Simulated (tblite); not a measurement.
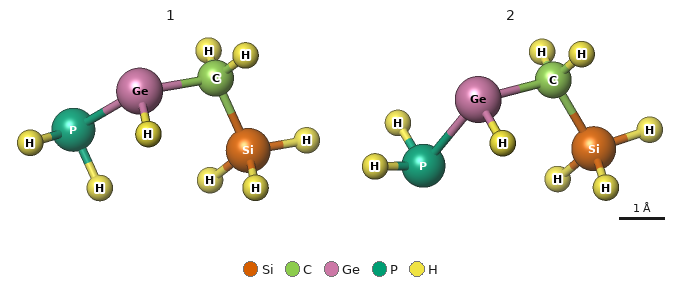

Two geometries of CH8GePSi (multiplicity 2), drawn at one scale. One is the start of a relaxation, the other its converged end. Style: ball-and-stick. Shown at a tilt.

Method: GFN2-xTB geometry optimisation, gas phase in tblite. 

**Which geometry has the lower energy?**

Structure 2 is the relaxed one. An H atom moves most after the best rigid fit: 1.93 Å. By element the largest moves are H 1.93 Å, P 0.92 Å, Ge 0.24 Å, Si 0.15 Å, C 0.08 Å. Some distances before and after: H–P 1.455 → 1.389 Å, C–Ge 1.963 → 2.023 Å, Ge–P 2.294 → 2.341 Å, C–Si 1.858 → 1.900 Å. Bond angles that change, for instance: P–Ge–H 110.2° → 100.0°, C–Ge–H 109.4° → 100.9°, H–C–H 110.1° → 106.9°. Groups turn about Ge–P by about 115°. After 110 geometry steps the energy has fallen by 37.4 kJ/mol.
